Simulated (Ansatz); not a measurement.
Input file:

```
crystal:
  lattice:
    - [8.4117818645, 0.0, 0.0]
    - [-4.2058909323, 7.2848167858, 0.0]
    - [0.0, 0.0, 4.5540573989]
  atoms:
    - { symbol: Ti, position: [0.0, 0.0, 0.0], spin: 0.21 }
    - { symbol: Ti, position: [0.0, 0.0, 0.5], spin: 0.46 }
    - { symbol: Cd, position: [0.5, 0.0, 0.0] }
    - { symbol: Cd, position: [0.0, 0.5, 0.0] }
    - { symbol: Cd, position: [0.5, 0.5, 0.0] }
    - { symbol: P, position: [0.3333333333, 0.6666666667, 0.0] }
    - { symbol: P, position: [0.6666666667, 0.3333333333, 0.0] }
    - { symbol: P, position: [0.3333333333, 0.6666666667, 0.5] }
    - { symbol: P, position: [0.6666666667, 0.3333333333, 0.5] }
basis:
  ecutwfc: 420
kpoints:
  mp_grid: { grid: [6, 6, 8] }
hamiltonian:
  xc: pbe
scf:
  occupations: { method: gaussian, width: 0.1 }
output:
  forces: true
  stress: true
  eigenvalues: true
  populations: true
  write_density: true
  write_potential: true
  elf: true
  volumetric_format: npy
magnetization:
  spin_polarized: true
relax:
  adjacent_minimum: "off"
  f_tol: 0.01
  max_steps: 80
  cell: { stress_tol: 0.05 }
```

Run with:

```sh
ansatz run input.yaml --threads 1 --pin off --max-ram 2560MiB --backend cpu --events-out ev --progress --plain --runs-dir out
```

Below, planes, directions and counts refer to the conventional cell (a = 8.49 Å, b = 8.49 Å, c = 4.58 Å, α = 90.00°, β = 90.00°, γ = 120.00°).

The fields are those of the run's last geometry, not of the input's.

Space group P6/mmm; a structure generated by program, which may or may not match a known phase; spin-polarised.

Theory: Ansatz 0.2.0, DFT PBE, scalar-relativistic, plane waves, PAW.

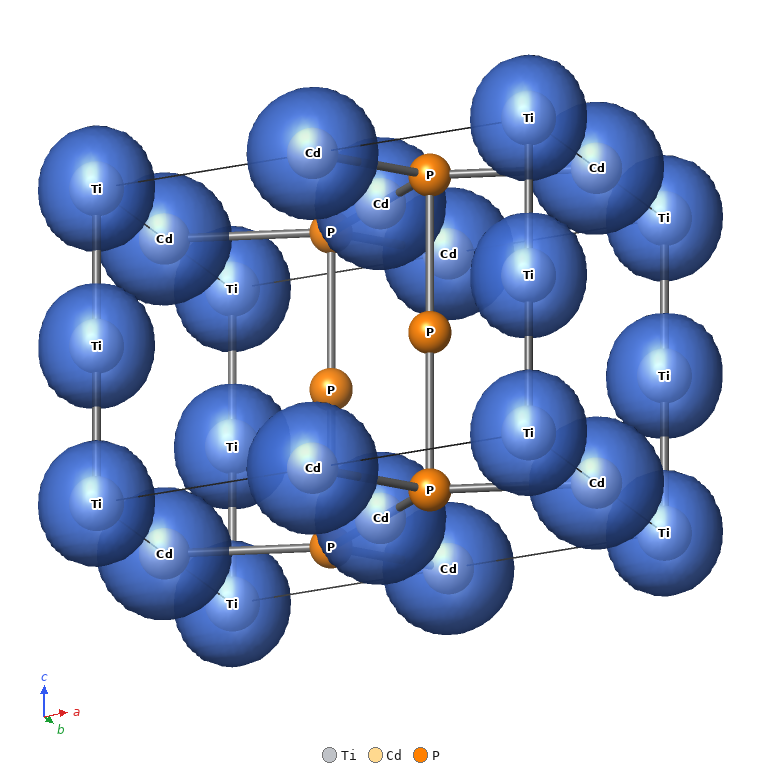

Ti2Cd3P4. Isosurface of the valence electron density at 0.8 e/Å³ (blue), seen at an oblique angle. Sticks mark near contacts.

The density is the valence pseudo-density of a PAW calculation; it isn't the true density close to the nuclei.

**How is the density connected at this value?**

At this value the density breaks into separate islands; it holds about 65 % of the electrons treated as valence (semicore included). It bridges none of the near contacts. It is pinched off along the sampled Ti–Ti (2.29 Å), P–P (2.29 Å) and Cd–P (2.45 Å) contacts. On the grid the lowest density along these lines, outside the cores, is 0.49 e/Å³ (Ti–Ti, 2.29 Å), 0.61 e/Å³ (P–P, 2.29 Å) and 0.5 e/Å³ (Cd–P, 2.45 Å).
